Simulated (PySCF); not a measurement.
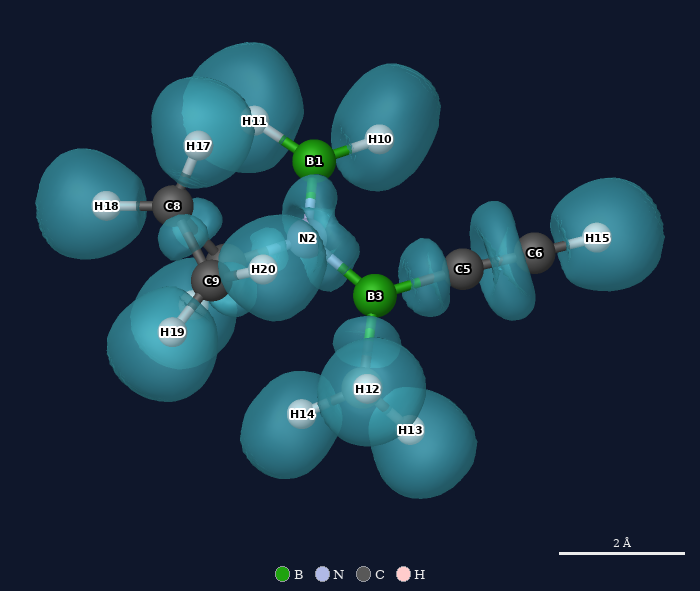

*C6H11B2N (SMILES BN(B(C)C#C)C1CC1). Isosurface of the ELF at 0.8 (cyan), seen at a tilt. Core shells and regions of very low density are left out.*

Geometry: GFN2-xTB.

Level of theory: PBE0/pcSseg-1, SCF density, gas phase, non-relativistic (PySCF).

```xyz
20

B    -0.6533    1.9404   -0.3095
N    -0.2280    0.5970   -0.2732
B     1.1494    0.2120   -0.2164
C     1.6179   -1.2919   -0.4115
C     2.2245    1.2473    0.0495
C     3.1396    1.9988    0.2683
C    -1.2170   -0.4479   -0.4056
C    -2.4591   -0.4252    0.4309
C    -1.4012   -1.4560    0.6901
H     0.1369    2.7927   -0.1946
H    -1.7881    2.1828   -0.4736
H     1.6183   -1.8099    0.5474
H     2.6348   -1.3514   -0.7938
H     0.9728   -1.8617   -1.0757
H     3.9209    2.6765    0.4604
H    -1.3216   -0.8076   -1.4261
H    -2.5642    0.3737    1.1483
H    -3.3895   -0.7337   -0.0210
H    -1.5952   -2.4836    0.4219
H    -0.8031   -1.3416    1.5813
```

**Describe the localisation domains.**

At this value the surface marks out two regions between bonded B–C atoms (shared pairs), four regions between bonded C–C atoms (shared pairs), one region between bonded C–N atoms (shared pairs), eleven regions around hydrogen nuclei and one region on N in which the atom's valence shell and bonds are merged. Profiles from the grid: C–C (1.20 Å): the ELF peaks at about 0.85 between the atoms (a multiple bond). B–N (1.41 Å): the ELF peaks at about 0.95 between the atoms; a short, strongly polar bond.
